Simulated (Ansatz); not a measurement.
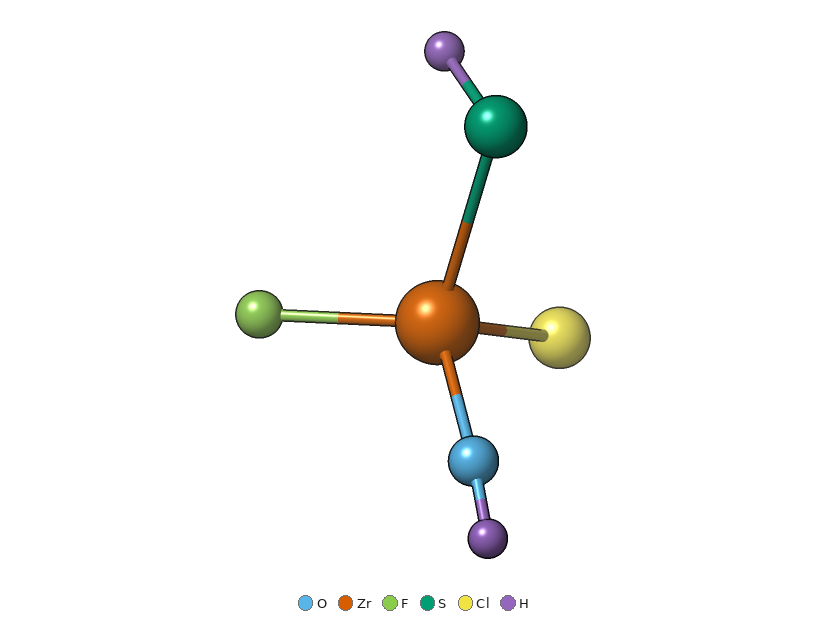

Source: calculation with Ansatz.

The species is neutral and a spin singlet.

Count the atoms of each element.

Answer. ClFH2OSZr, 7 atoms: 1 chlorine, 1 fluorine, 2 hydrogen, 1 oxygen, 1 sulfur and 1 zirconium.

Give a SMILES string for it.

Answer. [OH][Zr@@]([F])([SH])[Cl]

How many sets of symmetry-equivalent atoms are there?

Answer. 7: 1 O, 1 Zr, 1 F, 1 S, 1 Cl, 1 H, 1 H.

Count the bonded pairs by element.

Answer. 1 O–Zr, 1 F–Zr, 1 S–Zr, 1 Cl–Zr, 1 O–H, 1 S–H.
